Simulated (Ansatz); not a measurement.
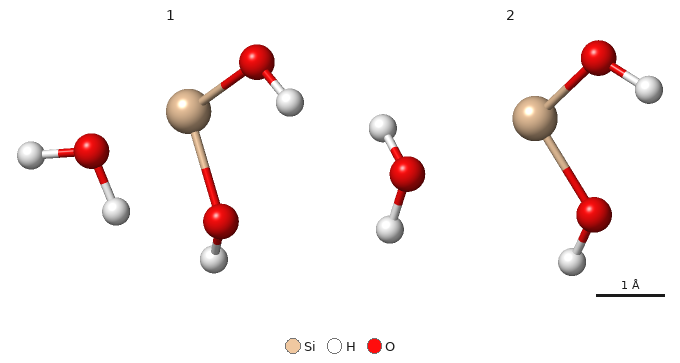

Two geometries of SiH4O3, drawn at one scale. One is the start of a relaxation, the other its converged end. A ball-and-stick model, seen at a tilt.

All numbers below come from RKS PBE0-D4/def2-SVP (Ansatz 0.2.0). (no spin polarisation; force threshold 0.03 eV/Å; at most 50 steps)

Q: Which one is relaxed?

A: Structure 1 is the relaxed one. The run prepares an end point of a later path (reaction) calculation, from a guessed geometry. After 16 accepted moves (20 points after the start) the energy has fallen by 4.39 kcal/mol. Largest force component: 0.78 eV/Å at the start, 0.0068 eV/Å at the end. The line search rejected the trial steps at points 1, 12, 15, 17 of the run. The largest move after the best rigid fit is that of an H atom, 1.02 Å. By element the largest moves are H 1.02 Å, O 0.63 Å, Si 0.14 Å. Among the contacts that change: O–Si 2.877 → 2.250 Å, O–Si 1.684 → 1.732 Å, H–O 0.984 → 0.966 Å, H–O 0.966 → 0.974 Å. Bond angles that change, for instance: H–O–H 102.9° → 105.9°. Groups turn about O–Si by about 25°. Cost: 44 s on 1 thread of Arm Neoverse V2 (shared host), peak memory 0.15 GiB.

Limits of the set-up: the start holds two separate molecules, 2.7 Å apart at their closest, whose relative position is a soft coordinate.
